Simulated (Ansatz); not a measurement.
# One crystal, many levels of theory: WSe2 (P6_3/mmc), part 3 of 3

Aim: the gap of WSe2 (P6_3/mmc) at several levels of theory on one structure, with the time that each takes.

Ansatz 0.2.0; density functionals, hybrids and G0W0, plane waves, PAW. Known limits of the many-body steps: finite bands, screening cutoff and k mesh; no spin-orbit coupling in G0W0.

So far. Step 11 (G0W0@HSE06, 6×6×2 mesh, 362 empty bands, screening to …): Over 10 of 14 irreducible mesh points the G0W0 gap is 1.445 eV, from k = Γ to k = (0.167, 0.167, 0.000). The HSE06 gap of this run on the mesh is 1.446 eV. The two states that bound the G0W0 gap lie that far apart at the start, so the correction of the gap is 1.445 − 1.446 = −0.001 eV.

The database entry behind the starting cell differs from later determinations by our own check (a about 0.2 % long), so it need not match the best structure at ambient conditions.

In doubt: masses and optical values from hybrid runs of this build are listed as unsure (step 11), which bears on the screening that GW takes from such a start.

## 13. All levels together

Each gap is the least one over the points named; times are wall times on shared hosts, not benchmarks. A G0W0 time includes the run's own self-consistent start. Runs with listed points see these and the mesh alone, so an edge that moves elsewhere is missed. Rows marked * are further runs, not shown as steps, whose inputs differ from the G0W0 step on the same start in the columns given; solver thresholds can differ too.

| level | mesh | files, cutoff | bands summed, screening | points | gap (eV) | valence top | conduction bottom | least direct gap (eV) | time |
| --- | --- | --- | --- | --- | --- | --- | --- | --- | --- |
| LDA | 12×12×2 | soft_2 PAW, 420 eV | - | mesh and listed points | 0.920 | Γ | (0.167, 0.167, 0.000) | 1.510 | 3.4 s |
| PBEsol | 12×12×2 | soft_2 PAW, 420 eV | - | mesh and listed points | 0.939 | Γ | (0.167, 0.167, 0.000) | 1.518 | 4.6 s |
| PBE | 12×12×2 | soft_2 PAW, 420 eV | - | mesh and path | 0.974 | Γ | (0.167, 0.167, 0.000) | 1.527 | 9.3 s |
| PBE+SOC | 12×12×2 | soft_2 PAW, 420 eV | - | mesh and listed points | 0.905 | Γ | (0.167, 0.167, 0.000) | 1.313 | 8.2 s |
| r2SCAN | 12×12×2 | soft_2 PAW, 500 eV | - | mesh and listed points | 1.095 | Γ | (0.167, 0.167, 0.000) | 1.645 | 7.5 s |
| HSE06 | 6×6×2 | soft_2 PAW, 420 eV | - | mesh and listed points | 1.446 | Γ | (0.167, 0.167, 0.000) | 1.985 | 25 s |
| PBE0 | 6×6×2 | soft_2 PAW, 420 eV | - | mesh and listed points | 2.095 | Γ | (0.167, 0.167, 0.000) | 2.632 | 23 s |
| DDH-PBE0 | 6×6×2 | soft_2 PAW, 420 eV | - | mesh and listed points | 1.321 | Γ | (0.167, 0.167, 0.000) | 1.874 | 70 s |
| G0W0@PBE* | 6×6×2 | soft_2 PAW, 420 eV | 174, 60 eV | 10 of 14 irreducible mesh points | 1.186 | Γ | (0.167, 0.167, 0.000) | 1.949 | 16 s |
| G0W0@PBE* | 6×6×2 | soft_2 PAW, 420 eV | 408, 120 eV | 10 of 14 irreducible mesh points | 1.261 | Γ | (0.167, 0.167, 0.000) | 1.948 | 39 s |
| G0W0@PBE | 6×6×2 | soft_2 PAW, 420 eV | 826, 200 eV | 10 of 14 irreducible mesh points | 1.295 | Γ | (0.167, 0.167, 0.000) | 1.941 | 60 s |
| G0W0@HSE06 | 6×6×2 | soft_2 PAW, 420 eV | 408, 120 eV | 10 of 14 irreducible mesh points | 1.445 | Γ | (0.167, 0.167, 0.000) | 2.096 | 66 s |
| G0W0@PBEsol | 6×6×2 | soft_2 PAW, 420 eV | 408, 120 eV | 11 of 14 irreducible mesh points | 1.244 | Γ | (0.167, 0.167, 0.000) | 1.941 | 26 s |

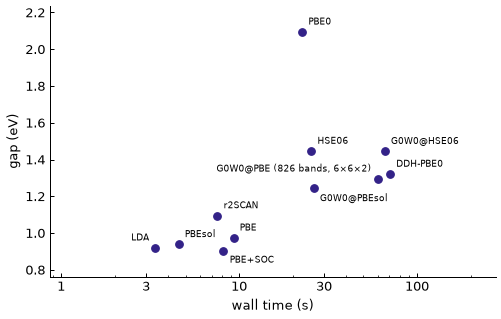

Gap against wall time for the runs shown as steps.

## 14. What came out

| Property | Result |
| --- | --- |
| LDA, over mesh and listed points | 0.920 eV |
| PBEsol, over mesh and listed points | 0.939 eV |
| PBE, over mesh and path | 0.974 eV |
| PBE+SOC, over mesh and listed points | 0.905 eV |
| r2SCAN, over mesh and listed points | 1.095 eV |
| HSE06, over mesh and listed points | 1.446 eV |
| PBE0, over mesh and listed points | 2.095 eV |
| DDH-PBE0, over mesh and listed points | 1.321 eV |
| G0W0@PBE (826 bands, 6×6×2), over 10 of 14 irreducible mesh points | 1.295 eV |
| G0W0@HSE06, over 10 of 14 irreducible mesh points | 1.445 eV |
| G0W0@PBEsol, over 11 of 14 irreducible mesh points | 1.244 eV |
| known limits | finite bands, screening cutoff and k mesh; no spin-orbit coupling in G0W0 |

The rows run from 0.905 eV (PBE+SOC) to 2.095 eV (PBE0). They differ in mesh, plane-wave cutoff, bands and screening cutoff of G0W0 and the points over which the gap was sought as well as in level, so only pairs that share these are like for like. PBEsol against LDA: 0.939 − 0.920 = +0.019 eV, with the same mesh, files and cutoff, and both edges at the same k points. PBE against PBEsol: 0.974 − 0.939 = +0.035 eV, with the same mesh, files and cutoff, and both edges at the same k points. PBE+SOC against PBE: 0.905 − 0.974 = −0.069 eV, with the same mesh, set of files (read in its fully relativistic form for the spin-orbit run) and cutoff, and both edges at the same k points. The spin-orbit run sees mesh and listed points alone, so its gap is an upper bound: the coupling can move an edge off these points, and the change over the zone, its sign included where it is small, is not known. PBE0 against HSE06: 2.095 − 1.446 = +0.649 eV, with the same mesh, files and cutoff, and both edges at the same k points. DDH-PBE0 against PBE0: 1.321 − 2.095 = −0.774 eV, with the same mesh, files and cutoff, and both edges at the same k points. G0W0@HSE06 against G0W0@PBE with 408 bands: 1.445 − 1.261 = +0.184 eV, with the same mesh, files and cutoffs, and both edges at the same k points. G0W0@PBEsol against G0W0@HSE06 with 408 bands: 1.244 − 1.445 = −0.201 eV, with the same mesh, files and cutoffs, and both edges at the same k points. The dielectric-dependent hybrid took 0.079 of exact exchange, against 0.25 in PBE0. G0W0@PBE (826 bands, 6×6×2) moves the gap of its own start on the mesh by 1.295 − 0.976 = +0.319 eV, between the same two levels. Both edges that PBE shows over mesh and path lie at k points where levels were corrected. Levels at other points were not corrected, so a lower G0W0 gap elsewhere in the zone is not ruled out. G0W0@HSE06 moves the gap of its own start on the mesh by 1.445 − 1.446 = −0.001 eV, between the same two levels. Both edges that HSE06 shows over mesh and listed points lie at k points where levels were corrected. Levels at other points were not corrected, so a lower G0W0 gap elsewhere in the zone is not ruled out. G0W0@PBEsol moves the gap of its own start on the mesh by 1.244 − 0.940 = +0.304 eV, between the same two levels. Both edges that PBEsol shows over mesh and listed points lie at k points where levels were corrected. Levels at other points were not corrected, so a lower G0W0 gap elsewhere in the zone is not ruled out. What spin-orbit coupling does to the G0W0 levels was not computed, so no sum with the G0W0 gap is formed. For G0W0@PBE: from 174 bands and 60 eV to 826 bands and 200 eV the gap moves by 1.295 − 1.186 = +0.109 eV (rung by rung 1.186, 1.261, 1.295 eV); bands and screening cutoff rise together, so their parts are not told apart. A line in one over the bands through the two highest rungs gives 1.295 + (1.295 − 1.261) × 408 / (826 − 408) = 1.328 eV, and through the pair below 1.261 + (1.261 − 1.186) × 174 / (408 − 174) = 1.317 eV. The two agree within 0.03 eV and the same two states bound the gap in each rung, so 1.328 eV is taken as an estimate of the limit on this mesh. The other G0W0 rows are shown at one basis each (408 bands), so their distance from the limit is not known here. The G0W0 runs are scalar-relativistic. No pair of G0W0 runs that differ in the mesh alone is shown (6×6×2 is a supercell whose nearest images lie 20 Å apart), so the error from the mesh is not known here. G0W0@PBE runs of this series with other atomic data on the same mesh, not shown as steps, give 1.261 eV (hard PAW, 760 eV, 422 bands, screening to 120 eV; the table's row with the same empty bands and screening cutoff has 1.261 eV); where bands and cutoffs differ too, the part of the files is not isolated.

[Runs of the session that timed out or met a known fault of the program may be left out.]

[Cells called generated may have been cut or substituted from an entry of the Crystallography Open Database or the Materials Project.]

[Hosts, paths, dates, database ids (printed as entryN), source tags and the programs' standing remarks are cut or masked in the printed files.]

[Where an RPA ε∞ is given, it is that of the G0W0 mesh and is not shown converged in it. Names of k-points follow the symmetry that the program found, which can be lower than the space group named. Band edges on a path are those of the sampled points; other points can move an edge, and change direct to indirect where valleys lie close.]

[Hybrid gaps are those of their k-mesh and are not shown converged in it.]
